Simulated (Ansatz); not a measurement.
Geometry relaxation of SnH₃Cl

SnH₃Cl, computed with RKS PBE0-D4/def2-mTZVP (Ansatz 0.2.0).

The input holds or restrains some coordinates. It belongs to a series of runs on one base structure; here: pulled along the bonds that form and break, towards end A. Figures and captions count atoms from 1; the log counts them from 0 in places.

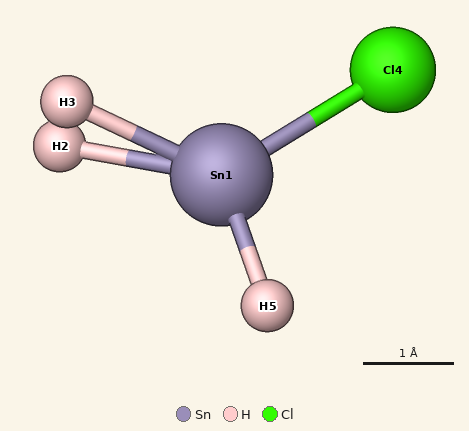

*The starting structure (ball-and-stick view, seen at a tilt; atoms are numbered from 1 in the order of the input). Sticks mark near contacts.*

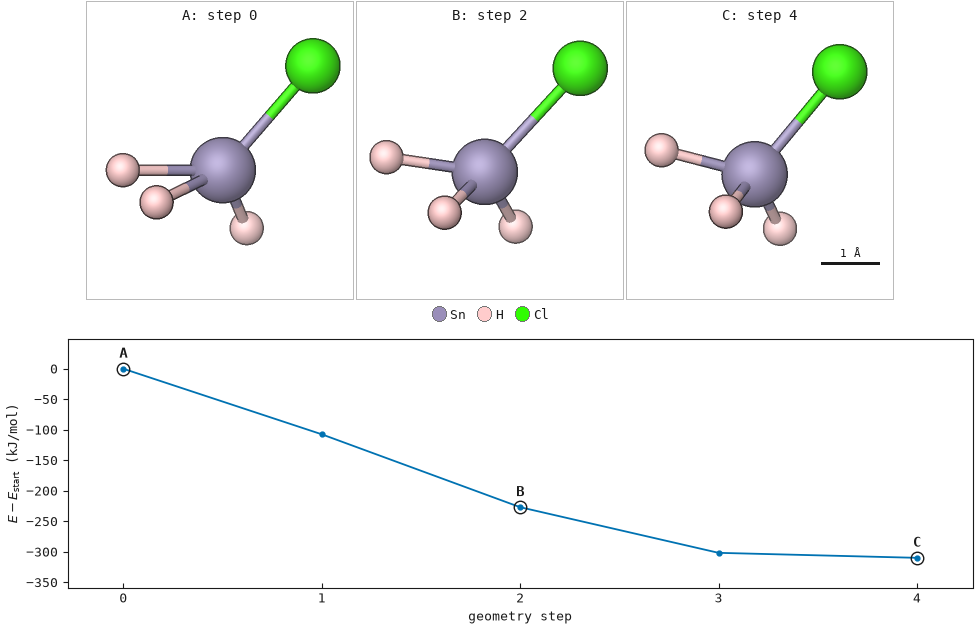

*Frames of the restrained relaxation (ball-and-stick view, seen at a tilt) above the curves, on which the letters mark them (the first geometry is step 0 here and step 1 in the log).*

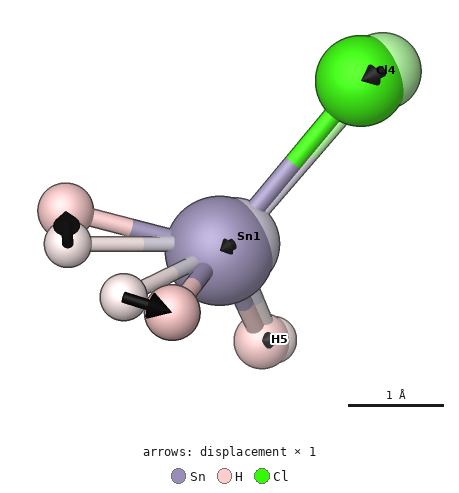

*Start (faint) and end (solid) with the displacements as black arrows, at true length (ball-and-stick view, seen at a tilt). The two geometries are laid on each other by the best rigid fit.*

Over 4 geometry steps the energy falls by 309.8 kJ/mol. Largest force component: 2.1 eV/Å at the start, 1.8 eV/Å at the end. The largest moves after the best rigid fit, 0.55 Å, are those of H2 and H3. Largest moves by element: H 0.55 Å, Cl 0.28 Å, Sn 0.18 Å. Among the contacts that change: Sn1–H2 1.940 → 1.713 Å, Sn1–Cl4 2.408 → 2.334 Å, Sn1–H5 1.739 → 1.684 Å. Among the angles that change: H2–Sn1–H3 30.2° → 68.5°, H2–Sn1–Cl4 123.9° → 113.3°. (Atoms are counted from 1 in the order of the input.)

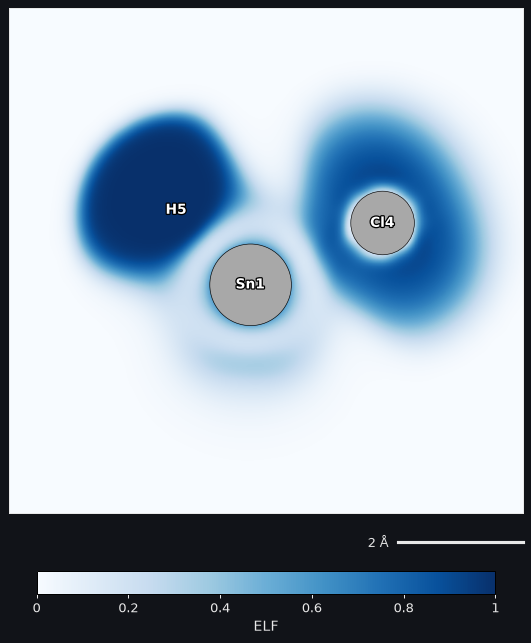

*Electron localisation function on the plane of atoms Cl4, Sn1 and H5. Grey discs, where drawn, cover atomic cores.*

Atoms in the plane: Sn, Cl and H. Sn–Cl (2.33 Å): the ELF peaks at about 0.85 in the valence shell of Cl, 0.8 Å from its nucleus, and drops to about 0.15 between the two atoms. Sn–H (1.68 Å): the ELF climbs to about 1 towards the hydrogen, as it does in any bond to H.

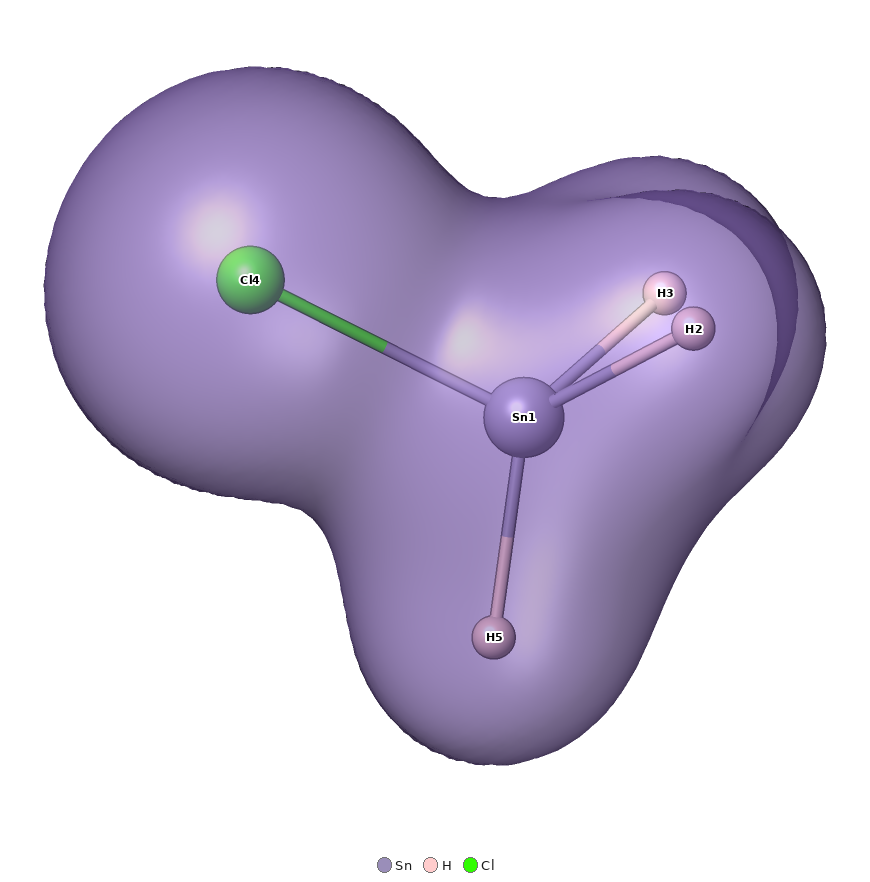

*Isosurface of the electron density at 0.05 e/Å³ (purple), seen face on.*

At this value the surface is in one piece. On the grid the lowest density along these lines, outside the cores, is 0.57 e/Å³ (Sn–Cl, 2.33 Å) and 0.75 e/Å³ (Sn–H, 1.68 Å).

The input and output of the run follow.

## Input file
```yaml
crystal:
  periodic: [false, false, false]
  atoms:
    - { symbol: Sn, position_ang: [0.0, 0.0, 0.0] }
    - { symbol: H, position_ang: [1.2376, 0.0, 1.4939] }
    - { symbol: H, position_ang: [1.8209, 0.0, 0.6694] }
    - { symbol: Cl, position_ang: [-1.1351, 1.9666, -0.8025] }
    - { symbol: H, position_ang: [-0.8195, -1.4198, -0.5794] }
basis:
  gaussian: { orbitals: def2-mTZVP }
hamiltonian:
  xc: pbe0
  dispersion: d4
relax:
  f_tol: 0.15
  max_steps: 25
  restrain:
    - { distance: [1, 2], at: 1.86, k: 30.0 }
    - { distance: [0, 1], at: 1.74, k: 30.0 }
    - { distance: [0, 2], at: 1.74, k: 30.0 }
output:
  orbitals: {}
```

Run as:
```bash
ansatz run input.yaml --threads 1 --pin off --max-ram 2048MiB --backend cpu --events-out ev --progress --plain --runs-dir out
```

## Log
```
The last accepted step is kept in [file] (removed where the run ends without a failure and the disk answers)
Engine: ansatz 0.2.0, aarch64-unknown-linux-gnu
Functional definition: PBE0
  parameter a = 0.25
  parameter kappa = 0.804
  parameter beta = 0.06672455060314922
  exchange = (1 - a)*pbe_x(kappa = kappa, mu = beta*pi^2/3) + a*exact_x
  correlation = pbe_c(beta = beta)
796 factors; integrals over basis functions are off by at most 7.8e-4 eV
mean field evaluation 1: about -18393.2419 eV, gradient 2.0e1 eV
mean field evaluation 2: about -18383.8486 eV, gradient 5.5e1 eV
mean field evaluation 4: about -18394.6572 eV, gradient 3.2e0 eV
mean field evaluation 8: about -18394.7201 eV, gradient 6.3e-2 eV
mean field evaluation 16: about -18394.7201 eV, gradient 1.6e-3 eV
mean field evaluation 32: about -18394.3871 eV, gradient 8.6e0 eV
mean field -18395.39374830 eV, -676.0182514041 hartree, gradient 2.8e-6 eV, S^2 0.000000; 3 other end points of the search recorded, 0 dependent functions left out
the calculation of the forces begins
reference -18395.39378137 eV, -676.0182526195 hartree; 21, 21 occupied and 46, 46 virtual orbitals, 796 factors
relax step   1: F+E_penalty+E_count = -18395.46424738 eV  Δ(F+E_penalty+E_count) = +0.000e0 eV  max|allowed force component| = 2.113e0 eV/Å  E_restraint = 12.03821292 eV  max|allowed force component, restraints' pulls added| = 2.500e1 eV/Å  Δτ_max = 0.0000 Å  (148 SCF iters, accepted)
  distance H 1 - H 2 = 1.0100 Å
  distance Sn 0 - H 1 = 1.9399 Å
  distance Sn 0 - H 2 = 1.9400 Å
these checks for a lower state are left out or cut short: starts, cluster_reference, orbital_swaps, neighbouring_geometries, increment
796 factors; integrals over basis functions are off by at most 2.2e-4 eV
mean field -18396.50876118 eV, -676.0592273719 hartree, gradient 2.3e-5 eV, S^2 0.000000; 1 other end points of the search recorded, 0 dependent functions left out
the calculation of the forces begins
reference -18396.50879405 eV, -676.0592285800 hartree; 21, 21 occupied and 46, 46 virtual orbitals, 796 factors
relax step   2: F+E_penalty+E_count = -18396.57730991 eV  Δ(F+E_penalty+E_count) = -1.113e0 eV  max|allowed force component| = 2.873e0 eV/Å  E_restraint = 3.85931629 eV  max|allowed force component, restraints' pulls added| = 1.543e1 eV/Å  Δτ_max = 0.1950 Å  (43 SCF iters, accepted)
  distance H 1 - H 2 = 1.3810 Å
  distance Sn 0 - H 1 = 1.8581 Å
  distance Sn 0 - H 2 = 1.8581 Å
these checks for a lower state are left out or cut short: starts, cluster_reference, orbital_swaps, neighbouring_geometries, increment
796 factors; integrals over basis functions are off by at most 2.3e-4 eV
mean field -18397.74667430 eV, -676.1047198401 hartree, gradient 8.1e-6 eV, S^2 0.000000; 0 other end points of the search recorded, 0 dependent functions left out
the calculation of the forces begins
reference -18397.74670769 eV, -676.1047210669 hartree; 21, 21 occupied and 46, 46 virtual orbitals, 796 factors
relax step   3: F+E_penalty+E_count = -18397.81515034 eV  Δ(F+E_penalty+E_count) = -1.238e0 eV  max|allowed force component| = 2.346e0 eV/Å  E_restraint = 0.27776041 eV  max|allowed force component, restraints' pulls added| = 5.346e0 eV/Å  Δτ_max = 0.1949 Å  (27 SCF iters, accepted)
  distance H 1 - H 2 = 1.7441 Å
  distance Sn 0 - H 1 = 1.7904 Å
  distance Sn 0 - H 2 = 1.7904 Å
these checks for a lower state are left out or cut short: starts, cluster_reference, orbital_swaps, neighbouring_geometries, increment
796 factors; integrals over basis functions are off by at most 2.6e-4 eV
mean field evaluation 64: about -18398.5190 eV, gradient 2.4e-1 eV
mean field -18398.51938913 eV, -676.1331165861 hartree, gradient 1.6e-5 eV, S^2 0.000000; 0 other end points of the search recorded, 0 dependent functions left out
the calculation of the forces begins
reference -18398.51942202 eV, -676.1331177948 hartree; 21, 21 occupied and 46, 46 virtual orbitals, 796 factors
relax step   4: F+E_penalty+E_count = -18398.59032856 eV  Δ(F+E_penalty+E_count) = -7.752e-1 eV  max|allowed force component| = 1.899e0 eV/Å  E_restraint = 0.05110368 eV  max|allowed force component, restraints' pulls added| = 1.321e0 eV/Å  Δτ_max = 0.1947 Å  (27 SCF iters, accepted)
  distance H 1 - H 2 = 1.9148 Å
  distance Sn 0 - H 1 = 1.7258 Å
  distance Sn 0 - H 2 = 1.7258 Å
these checks for a lower state are left out or cut short: starts, cluster_reference, orbital_swaps, neighbouring_geometries, increment
796 factors; integrals over basis functions are off by at most 2.5e-4 eV
mean field -18398.60443874 eV, -676.1362421016 hartree, gradient 1.0e-5 eV, S^2 0.000000; 0 other end points of the search recorded, 0 dependent functions left out
the calculation of the forces begins
reference -18398.60447180 eV, -676.1362433168 hartree; 21, 21 occupied and 46, 46 virtual orbitals, 796 factors
relax step   5: F+E_penalty+E_count = -18398.67515557 eV  Δ(F+E_penalty+E_count) = -8.483e-2 eV  max|allowed force component| = 1.761e0 eV/Å  E_restraint = 0.09135406 eV  max|allowed force component, restraints' pulls added| = 1.240e-1 eV/Å  Δτ_max = 0.0878 Å  (27 SCF iters, accepted)
  distance H 1 - H 2 = 1.9281 Å
  distance Sn 0 - H 1 = 1.7131 Å
  distance Sn 0 - H 2 = 1.7131 Å
796 factors; integrals over basis functions are off by at most 2.5e-4 eV
mean field -18398.60443874 eV, -676.1362421016 hartree, gradient 1.0e-5 eV, S^2 0.000000; 1 other end points of the search recorded, 0 dependent functions left out
the calculation of the forces begins
reference -18398.60447180 eV, -676.1362433168 hartree; 21, 21 occupied and 46, 46 virtual orbitals, 796 factors
Total energy: -18398.67518864 eV, -676.1388421124 hartree
Atom 0 at     0.135117    -0.059152     0.095715 Å, force     1.210421     0.183234     0.855907 eV/Å
Atom 1 at     0.730392     0.061724     1.697479 Å, force    -1.540362    -0.059495     0.925385 eV/Å
Atom 2 at     1.843692     0.061796     0.123250 Å, force     0.359246    -0.059429    -1.760641 eV/Å
Atom 3 at    -0.915356     1.888397    -0.647188 Å, force     0.009395    -0.051332     0.006694 eV/Å
Atom 4 at    -0.689945    -1.405966    -0.487855 Å, force    -0.038700    -0.012978    -0.027345 eV/Å
Dipole moment:     0.046663    -0.455980     0.033015 e Å
```

## Trajectory as extended XYZ (Å, eV, eV/Å), 5 frames, from step=1 to step=5
```
5
Properties=species:S:1:pos:R:3:forces:R:3 step=1 energy=-18395.46425
Sn    0.0000    0.0000    0.0000    0.6650  -0.0138   0.4673
H     1.2376    0.0000    1.4939   -2.0175   0.0691   0.6316
H     1.8209    0.0000    0.6694   -0.0788   0.0694  -2.1125
Cl   -1.1351    1.9666   -0.8025    0.7538  -0.6536   0.5336
H    -0.8195   -1.4198   -0.5794    0.6775   0.5288   0.4800
5
Properties=species:S:1:pos:R:3:forces:R:3 step=2 energy=-18396.57731
Sn    0.0721   -0.0001    0.0509    1.3056  -0.0964   0.9233
H     1.0816    0.0011    1.6108   -2.7424   0.0964   0.8611
H     1.8791    0.0011    0.4834   -0.1023   0.0966  -2.8727
Cl   -1.1216    1.9541   -0.7930    0.8403  -0.9458   0.5941
H    -0.8073   -1.4093   -0.5707    0.6988   0.8492   0.4942
5
Properties=species:S:1:pos:R:3:forces:R:3 step=3 energy=-18397.81515
Sn    0.1458   -0.0046    0.1031    0.8367  -0.1177   0.5923
H     0.9188    0.0043    1.7180   -2.2692   0.1045   0.6187
H     1.9260    0.0043    0.2941   -0.1728   0.1046  -2.3458
Cl   -1.0976    1.9228   -0.7760    0.8740  -0.9871   0.6179
H    -0.7891   -1.3800   -0.5579    0.7313   0.8958   0.5169
5
Properties=species:S:1:pos:R:3:forces:R:3 step=4 energy=-18398.59033
Sn    0.1398   -0.0462    0.0991    1.8988   0.3985   1.3426
H     0.7572    0.0398    1.7083   -1.6332  -0.0110   0.8022
H     1.8629    0.0398    0.1450    0.2120  -0.0109  -1.8071
Cl   -0.9569    1.8323   -0.6765   -0.0904   0.3486  -0.0639
H    -0.6992   -1.3188   -0.4944   -0.3871  -0.7252  -0.2738
5
Properties=species:S:1:pos:R:3:forces:R:3 step=5 energy=-18398.67516
Sn    0.1351   -0.0592    0.0957    1.2104   0.1832   0.8559
H     0.7304    0.0617    1.6975   -1.5404  -0.0595   0.9254
H     1.8437    0.0618    0.1232    0.3592  -0.0594  -1.7606
Cl   -0.9154    1.8884   -0.6472    0.0094  -0.0513   0.0067
H    -0.6899   -1.4060   -0.4879   -0.0387  -0.0130  -0.0273
```

## Summary

| quantity | value |
| --- | --- |
| outcome | converged under the restraints of the input |
| total energy | −18398.6752 eV |
| mean-field energy | −18398.6045 eV |
| largest force (length of the vector) at the end, held atoms and coordinates included | 1.798 eV/Å |
| hardware | 1 thread of Arm Neoverse V1, 24 GiB of memory available, shared host |
| wall time | 19 s |
| peak memory | 0.14 GiB |
